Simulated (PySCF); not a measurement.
C₈H₁₄OSi (SMILES CO/C=C\[C@H](C)C1=C[SiH2]C1)

```xyz
24

C     3.2138    0.9919   -1.6477
O     2.1744    0.6077   -0.7854
C     1.6272   -0.6190   -1.0345
C     0.6861   -1.1529   -0.2677
C     0.0974   -0.4797    0.9429
C     0.0215   -1.4507    2.1198
C    -1.2439    0.0656    0.5639
C    -2.4875   -0.2898    0.9185
Si   -3.3254    1.0128   -0.1496
C    -1.4281    1.2138   -0.4007
H     3.5135    1.9929   -1.3417
H     4.0732    0.3163   -1.5659
H     2.8804    1.0186   -2.6915
H     2.0105   -1.1388   -1.9068
H     0.2794   -2.1164   -0.5319
H     0.7452    0.3661    1.2007
H     1.0179   -1.7968    2.3855
H    -0.5861   -2.3147    1.8605
H    -0.4206   -0.9599    2.9838
H    -2.7779   -1.0755    1.5970
H    -4.0040    2.1275    0.5123
H    -4.0865    0.5591   -1.3143
H    -0.9679    2.1366   -0.0496
H    -1.0246    1.0050   -1.3902
```

Geometry: GFN2-xTB.

Method: PBE0/pcSseg-1, SCF density, gas phase, non-relativistic (PySCF).

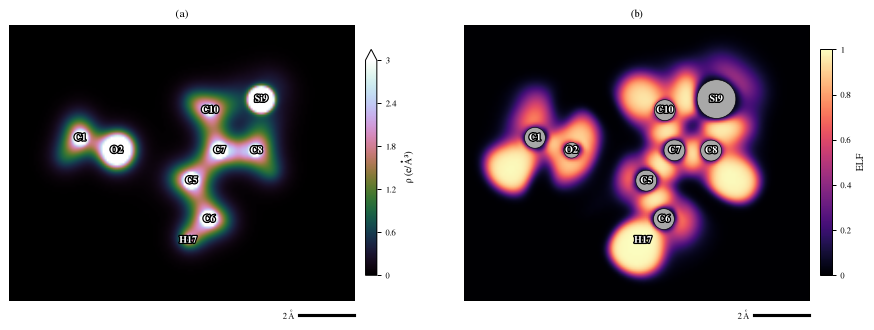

Figure 1. (a) electron density; (b) ELF on the plane of atoms C6, C5 and C7. Grey discs cover the atomic cores in the ELF map.

Interpret the plot.

Answer. Atoms in the plane: C, O, Si and H.
C–C (1.34 Å): ρ is about 2.3 e/Å³ halfway; the ELF peaks at about 0.90 between the atoms (a multiple bond).
C–Si (1.88 Å): ρ is about 0.89 e/Å³ halfway; the ELF peaks at about 0.95 between the atoms (localised, covalent bonding).
C–H (1.09 Å): the density is about 2 e/Å³ at the midpoint; the ELF climbs to about 1 towards the hydrogen, as it does in any bond to H: an ordinary covalent bond to hydrogen.
C–C (1.50 Å): ρ at the midpoint is about 1.7 e/Å³; the ELF peaks at about 0.95 between the atoms; a shared electron pair.
C–Si (1.92 Å): ρ at the midpoint is about 0.87 e/Å³; the ELF peaks at about 0.95 between the atoms (a covalent bond).
The ELF also peaks beside O2, away from the bonds: lone-pair regions.

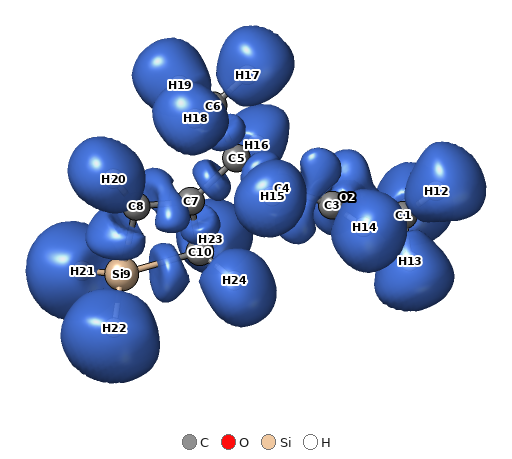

Figure 2. Isosurface of the ELF at 0.75 (blue), seen at a tilt. Core shells and regions of very low density are left out.

Identify the bonds, lone pairs and shells in this picture.

Answer. The surface consists of six regions between bonded C–C atoms (shared pairs), two regions between bonded C–Si atoms (shared pairs), 14 regions around hydrogen nuclei and one region on O in which the atom's valence shell and bonds are merged. Along the contacts the grid gives the following. C–C (1.33 Å): the ELF peaks at about 0.90 between the atoms; a multiple bond. C–O (1.37 Å): the ELF peaks at about 0.90 between the atoms, as expected for a shared but strongly polarised pair.

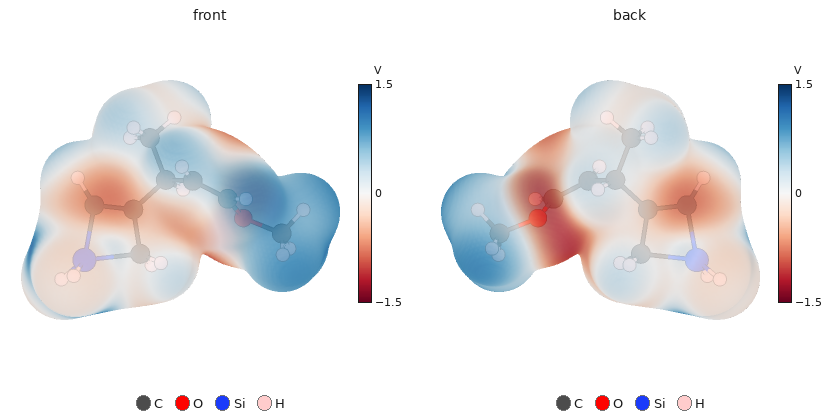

Figure 3. The electrostatic potential painted on the density surface at 0.002 e/bohr³, seen from the front and from behind; red is negative and blue positive.

Describe the electrostatic potential map.

Answer. The most negative region (about −1.1 V) lies over O2, the most positive (about +1.0 V) over C1, Si9 and H14. O2 is the likeliest acceptor of a hydrogen bond.

What dipole moment does the calculation give?

Answer. Its dipole moment is 2.44 D.
